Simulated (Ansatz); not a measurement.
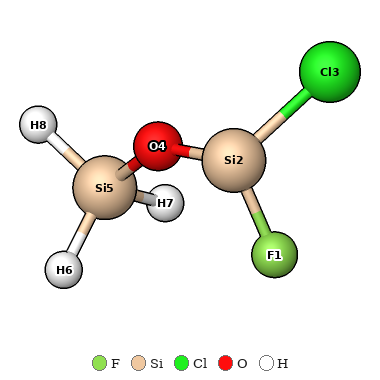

The system is ClFH3OSi2, SMILES F[Si](Cl)O[SiH3], spin multiplicity 2; the picture shows the reference structure. First axis: bond length Si2–Cl3. Second axis: bond length Si2–O4. Nothing is relaxed (all other coordinates rigid). Grid: 9 × 9 points. Points are written as (first, second). All energies are given in kJ/mol relative to the relaxed molecule at the same level. Method: UKS PBE0-D4/def2-SVP (Ansatz).

Its coordinates:

```yaml
atoms:
  - { symbol: F, position_ang: [-1.1412, 1.0450, -1.8375] }
  - { symbol: Si, position_ang: [-1.3376, -0.4344, -1.1999] }
  - { symbol: Cl, position_ang: [-0.6851, -1.8050, -2.5963] }
  - { symbol: O, position_ang: [-0.4130, -0.5298, 0.1422] }
  - { symbol: Si, position_ang: [0.6814, 0.2527, 1.1392] }
  - { symbol: H, position_ang: [0.0668, 1.5012, 1.6738] }
  - { symbol: H, position_ang: [1.9117, 0.5868, 0.3668] }
  - { symbol: H, position_ang: [1.0091, -0.6736, 2.2559] }
```

Range: bond length Si2–Cl3 from 1.774 to 2.888 Å; bond length Si2–O4 from 1.339 to 2.449 Å.

Question: What will the energy surface look like?

Answer: The lowest grid point is at (2.052 Å, 1.616 Å), 0.6 kJ/mol from the relaxed molecule at the same level. No other kind of well shows on this grid. The highest grid point, (2.888 Å, 2.449 Å), lies 474 kJ/mol above the lowest. Round the minimum the two coordinates are weakly coupled (coupling 0.05 in units of the two stiffnesses).

```csv
"bond length Si2–O4 ↓, bond length Si2–Cl3 →",1.774,1.913,2.052,2.191,2.331,2.470,2.609,2.748,2.888
2.449,409,325,304,316,344,379,414,446,475
2.310,361,279,260,275,307,343,379,411,438
2.171,303,220,202,218,251,289,325,358,384
2.033,241,156,138,153,186,224,261,294,320
1.894,179,93,73,87,119,157,194,227,255
1.755,131,42,20,33,64,101,138,172,201
1.616,117,25,1,12,41,77,114,148,178
1.477,177,82,54,63,91,125,161,195,225
1.339,387,288,257,263,288,321,356,389,420
```

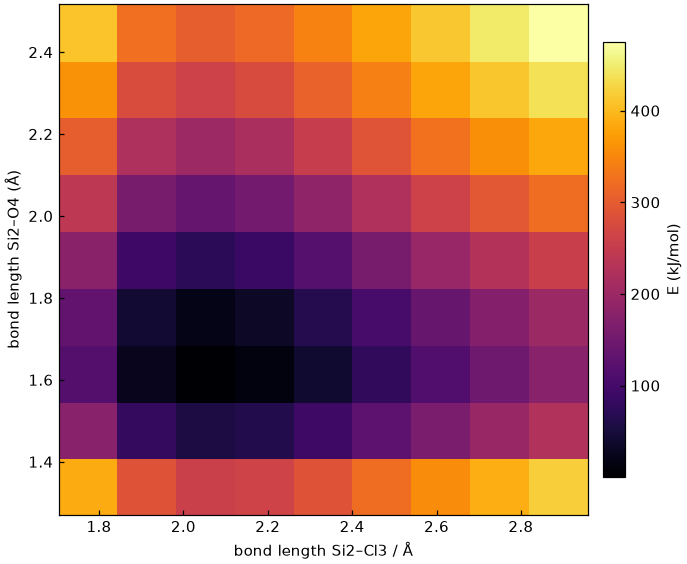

In the figure: one coloured cell a grid point.

The whole map (81 points run) took 18 min on 1 thread of Arm Neoverse V1, with other jobs on the host.
